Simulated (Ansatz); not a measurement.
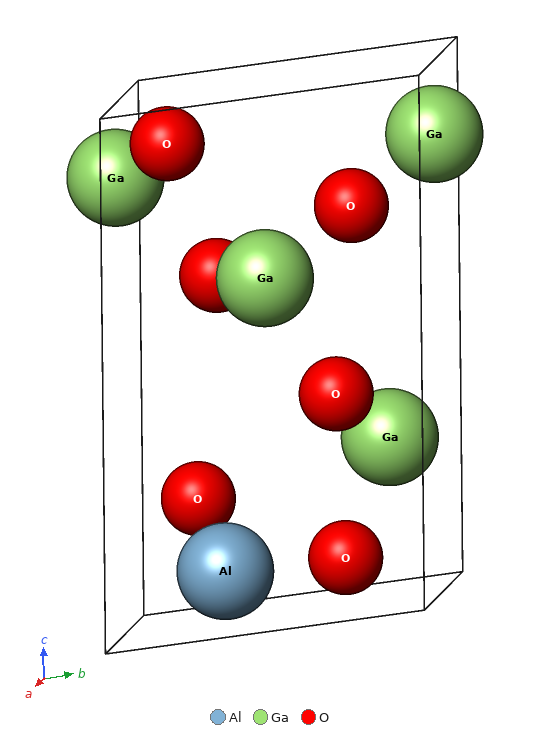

The image is a spheres-only drawing of a crystal, viewed slightly off an axis. The simulation cell is outlined; an atom on or near a face, edge or corner is repeated at each equivalent position.

Input used:
```yaml
crystal:
  lattice:
    - [3.0539694152, 0.0014369749, 0.0008283877]
    - [0.5814366977, 4.921123426, 0.0026393699]
    - [0.4425479311, 1.5065093418, 7.8727351001]
  atoms:
    - { symbol: Al, position: [0.6227234983, 0.3322610788, 0.1004363428] }
    - { symbol: Ga, position: [0.2858723093, 0.9601826542, 0.8421445987] }
    - { symbol: Ga, position: [0.2119247851, 0.8020026961, 0.2829990275] }
    - { symbol: Ga, position: [0.7520795106, 0.4813864949, 0.6453606942] }
    - { symbol: O, position: [0.7161023388, 0.6966687663, 0.408790937] }
    - { symbol: O, position: [0.3692943005, 0.678876945, 0.0792257496] }
    - { symbol: O, position: [0.2904606365, 0.2743488809, 0.6341708912] }
    - { symbol: O, position: [0.8178226582, 0.7627536813, 0.7627723405] }
    - { symbol: O, position: [0.7336465246, 0.1775569356, 0.9201647663] }
    - { symbol: O, position: [0.1314733982, 0.1906618571, 0.2122347024] }
basis:
  ecutwfc: 420
kpoints:
  mp_grid: { grid: [10, 6, 4] }
  band_path:
    path:
      - [[0.0, 0.0, 0.0], [-0.5, 0.0, 0.0]]
      - [[0.0, 0.0, -0.5], [0.0, 0.0, 0.0], [0.0, -0.5, 0.0]]
      - [[-0.5, -0.5, -0.5], [0.0, 0.0, 0.0], [0.0, -0.5, -0.5]]
      - [[-0.5, -0.5, 0.0], [0.0, 0.0, 0.0], [-0.5, 0.0, -0.5]]
    npoints: 14
hamiltonian:
  xc: pbe
scf:
  occupations: { method: gaussian, width: 0.02 }
  n_extra_bands: 25
output:
  forces: true
  stress: true
  eigenvalues: true
  populations: true
  dos: { projected: true, de: 0.02, nscf_kmesh: { grid: [15, 9, 6] } }
  bader: true
  write_density: true
  write_potential: true
  elf: true
  volumetric_format: npy
```
Run as:
```sh
ansatz run input.yaml --threads 1 --pin off --max-ram 2560MiB --backend cpu --events-out ev --progress --plain --runs-dir out
```

The calculation: DFT PBE, scalar-relativistic, plane waves, PAW (Ansatz), with plane waves up to 420 eV, 10×6×4 k-mesh, Gaussian smearing of 0.02 eV, no spin polarisation.

How are the electrons shared out in a Bader analysis?

Answer. Al +2.51 e; Ga +1.85 to +1.92 e; O -1.54 to -1.22 e. The transfer is large, as in an ionic solid.

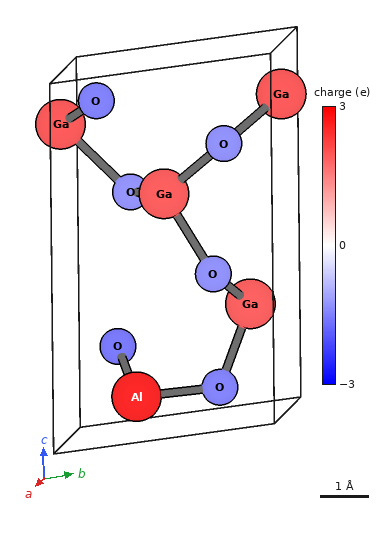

The atoms coloured by those charges.

Origin of the cell: a structure type filled with these elements by a generator (whether the compound takes this form wasn't checked). Earlier steps of the study may have refined or changed the cell and positions. It was the input of a calculation with Ansatz.
